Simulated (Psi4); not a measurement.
**SnH2Cl2 (SMILES [Cl][SnH2][Cl]) at MP3/def2-SVPD (core potential)**

What is the energy change on altering one bond length of SnH2Cl2 at MP3/def2-SVPD (core potential)? 

Program for the calculation: Psi4 1.11.

3 further runs of the same task are left out: 3 set aside as unsound or not needed.

## (1) The molecule

SnH2Cl2 has 5 atoms, charge 0, and is taken as a singlet. SMILES: `[Cl][SnH2][Cl]`. The shape is that of a PBE0-D4/def2-TZVP optimisation.

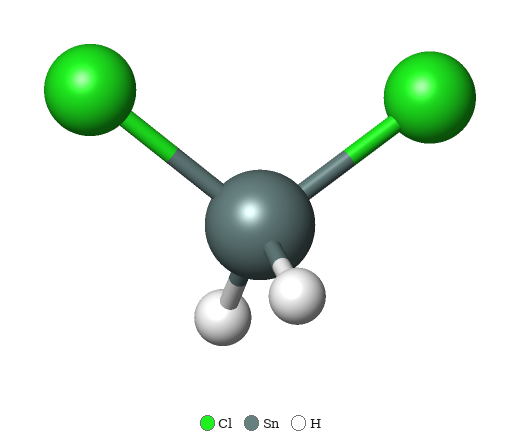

The structure, seen from a chosen angle (chlorine green, tin teal, hydrogen white).

## (2) A single-point energy at MP3/def2-SVPD (core potential)

Contents of job.json:

```json
{
 "schema_name": "qcschema_input",
 "schema_version": 1,
 "molecule": {
  "schema_name": "qcschema_molecule",
  "schema_version": 2,
  "symbols": ["Cl", "Sn", "Cl", "H", "H"],
  "geometry": [-3.39262531, -0.61642866, 2.27995457, 0.36358331, -0.19445282, 0.07294343, -0.47318742, 2.44814019, -3.31439065, 1.13799307, -3.0732616, -1.10000958, 2.45853369, 1.29691904, 1.9830786],
  "molecular_charge": 0,
  "molecular_multiplicity": 1,
  "fix_symmetry": "c1"
 },
 "driver": "energy",
 "model": {
  "method": "mp3",
  "basis": "def2-SVPD"
 },
 "keywords": {
  "puream": true,
  "e_convergence": 1e-09,
  "d_convergence": 1e-08,
  "scf_type": "pk",
  "num_frozen_docc": 14,
  "mp_type": "conv"
 }
}
```

Command:

```
$ psi4 --qcschema job.json -n 1 --memory 2200MB
```

stdout:

```text
[...]
    !!!  WARNING: ECP capability is in beta. Please check occupations closely.  !!!
[...]
  Running in c1 symmetry.
[...]
  Nuclear repulsion =  237.041522330201360
[...]
  Multiplicity = 1
[...]
  Nalpha       = 29
  Nbeta        = 29
[...]
    Number of basis functions: 102
[...]
   @RHF iter   1: -1133.27588348576910   -1.34919e+00   2.74461e-03 DIIS/ADIIS
[...]
   @RHF iter  10: -1133.31241868045322   -1.27329e-11   7.06852e-09 DIIS
[...]
    Orbital Energies [Eh]
    ---------------------
    Doubly Occupied:
       1A   -104.800657     2A   -104.800642     3A    -10.561240
       4A    -10.561238     5A     -8.035797     6A     -8.035789
       7A     -8.033332     8A     -8.033327     9A     -8.033286
      10A     -8.033283    11A     -5.938885    12A     -4.130905
      13A     -4.129030    14A     -4.125276    15A     -1.404063
      16A     -1.400205    17A     -1.394483    18A     -1.390849
      19A     -1.390614    20A     -1.088916    21A     -1.069663
      22A     -0.694422    23A     -0.528524    24A     -0.517577
      25A     -0.516852    26A     -0.469324    27A     -0.464846
      28A     -0.458474    29A     -0.447410
[...]
  @RHF Final Energy: -1133.31241868045322
   => Energetics <=
    Nuclear Repulsion Energy =            237.0415223302013601
    One-Electron Energy =               -2119.7300628998918910
    Two-Electron Energy =                 749.3761218892373108
    Total Energy =                      -1133.3124186804532201
[...]
 Multipole Moments:
 ------------------------------------------------------------------------------------
     Multipole            Electronic (a.u.)      Nuclear  (a.u.)        Total (a.u.)
 ------------------------------------------------------------------------------------
 L = 1.  Multiply by 2.5417464519 to convert [e a0] to [Debye]
 Dipole X            :         28.5400326          -27.5310149            1.0090176
 Dipole Y            :        -13.7983821           13.3106074           -0.4877747
 Dipole Z            :          7.3344974           -7.0751724            0.2593251
 Magnitude           :                                                    1.1503435
[...]
	SCS-MP2 Total Energy (a.u.)        : -1133.70977829470530
	SOS-MP2 Total Energy (a.u.)        : -1133.70467056557163
[...]
	SOS-PI-MP2 Total Energy (a.u.)     : -1133.73484378750391
[...]
	MP2 Total Energy (a.u.)            : -1133.71999375297241
[...]
	SCS-MP3 Total Energy (a.u.)        : -1133.71869903500465
[...]
	MP3 Total Energy (a.u.)            : -1133.75567671416957
[...]
```

The result, in JSON:

```text
{
 "driver": "energy",
 "model": {
  "method": "mp3",
  "basis": "def2-SVPD"
 },
 "success": true,
 "return_result": -1133.7556767141696,
 "properties": {
  "calcinfo_nbasis": 102,
  "calcinfo_nmo": 102,
  "calcinfo_nalpha": 29,
  "calcinfo_nbeta": 29,
  "calcinfo_natom": 5,
  "nuclear_repulsion_energy": 237.04152233020136,
  "return_energy": -1133.7556767141696,
  "scf_one_electron_energy": -2119.730062899892,
  "scf_two_electron_energy": 749.3761218892373,
  "scf_dipole_moment": [1.0090176302424076, -0.4877747296124024, 0.25932505185987775],
  "scf_total_energy": -1133.3124186804532,
  "scf_iterations": 10,
  "mp2_same_spin_correlation_energy": -0.10584285319730177,
  "mp2_opposite_spin_correlation_energy": -0.30173221932186567,
  "mp2_singles_energy": 0.0,
  "mp2_doubles_energy": -0.40757507251916747,
  "mp2_correlation_energy": -0.4075750725191938,
  "mp2_total_energy": -1133.7199937529724
 }
}
```

Run time: 10 s. Hardware: 1 thread of Intel Xeon 6975P-C (Granite Rapids), shared host; peak memory 0.81 GiB.

## (3) The distorted shape

Contents of cl2h2sn.in:

```
memory 2.2 GB

molecule m {
  0 1
  Cl    -1.662464    -0.745706     1.744232
  Sn     0.325236    -0.522406     0.576332
  Cl    -0.250400     1.295500    -1.753900
  H      0.735036    -2.045806    -0.044368
  H      1.433836     0.266794     1.587132
  symmetry c1
}

set globals {
  puream true
  e_convergence 1e-09
  d_convergence 1e-08
  scf_type pk
  num_frozen_docc 14
  mp_type conv
}

energy_value, wavefunction = energy('mp3/def2-SVPD', return_wfn=True)
```

Command:

```
$ psi4 -i cl2h2sn.in -o cl2h2sn.out -n 1
```

cl2h2sn.out:

```text
[...]
    !!!  WARNING: ECP capability is in beta. Please check occupations closely.  !!!
[...]
  Running in c1 symmetry.
[...]
  Nuclear repulsion =  210.901318039333006
[...]
  Multiplicity = 1
[...]
  Nalpha       = 29
  Nbeta        = 29
[...]
    Number of basis functions: 102
[...]
   @RHF iter   1: -1133.21918004065424   -1.61008e+00   2.68485e-03 DIIS/ADIIS
[...]
   @RHF iter  12: -1133.25869983830103   -2.50111e-12   3.93878e-09 DIIS
[...]
    Orbital Energies [Eh]
    ---------------------
    Doubly Occupied:
       1A   -104.828703     2A   -104.754547     3A    -10.588776
       4A    -10.510416     5A     -8.063314     6A     -8.060764
       7A     -8.060644     8A     -7.984621     9A     -7.982834
      10A     -7.982828    11A     -5.977138    12A     -4.168703
      13A     -4.166692    14A     -4.162699    15A     -1.438167
      16A     -1.434079    17A     -1.431044    18A     -1.427015
      19A     -1.426884    20A     -1.104042    21A     -0.997992
      22A     -0.712117    23A     -0.544585    24A     -0.530400
      25A     -0.500062    26A     -0.480515    27A     -0.418006
      28A     -0.409455    29A     -0.409400
[...]
  @RHF Final Energy: -1133.25869983830103
   => Energetics <=
    Nuclear Repulsion Energy =            210.9013180393330060
    One-Electron Energy =               -2067.2071551472690771
    Two-Electron Energy =                 723.0471372696350727
    Total Energy =                      -1133.2586998383007995
[...]
 Multipole Moments:
 ------------------------------------------------------------------------------------
     Multipole            Electronic (a.u.)      Nuclear  (a.u.)        Total (a.u.)
 ------------------------------------------------------------------------------------
 L = 1.  Multiply by 2.5417464519 to convert [e a0] to [Debye]
 Dipole X            :         30.3434289          -29.1447304            1.1986985
 Dipole Y            :        -19.8047684           18.4068413           -1.3979271
 Dipole Z            :         15.0757836          -13.6076369            1.4681467
 Magnitude           :                                                    2.3551079
[...]
	SCS-MP2 Total Energy (a.u.)        : -1133.66058225465895
	SOS-MP2 Total Energy (a.u.)        : -1133.65617762990746
[...]
	SOS-PI-MP2 Total Energy (a.u.)     : -1133.68675284464643
[...]
	MP2 Total Energy (a.u.)            : -1133.66939150416192
[...]
	SCS-MP3 Total Energy (a.u.)        : -1133.66961436120096
[...]
	MP3 Total Energy (a.u.)            : -1133.70551993032973
[...]
```

Run time: 8.4 s. Hardware: 1 thread of Intel Xeon 6975P-C (Granite Rapids), shared host; peak memory 0.81 GiB.

## (4) Summary of results

Level: MP3/def2-SVPD (core potential), 14 core orbitals frozen.

```
                                                           quantity           value
                                          first shape: total energy  -1133.75568 Eh
                   first shape: HOMO energy (Hartree–Fock orbitals)       -12.17 eV
                   first shape: LUMO energy (Hartree–Fock orbitals)         1.41 eV
                 first shape: HOMO–LUMO gap (Hartree–Fock orbitals)        13.59 eV
          first shape: correlation energy (14 core orbitals frozen)      -443.3 mEh
                                      distorted shape: total energy  -1133.70552 Eh
               distorted shape: HOMO energy (Hartree–Fock orbitals)       -11.14 eV
               distorted shape: LUMO energy (Hartree–Fock orbitals)        -0.65 eV
             distorted shape: HOMO–LUMO gap (Hartree–Fock orbitals)        10.49 eV
      distorted shape: correlation energy (14 core orbitals frozen)      -446.8 mEh
energy change with the Sn2–Cl3 bond stretched from 2.316 to 3.011 Å        1.365 eV
```

In words: With the Sn2–Cl3 bond stretched from 2.316 to 3.011 Å the energy rises by 1.36 eV (31 kcal/mol). The first shape isn't relaxed at this level, so the change isn't measured from a minimum.
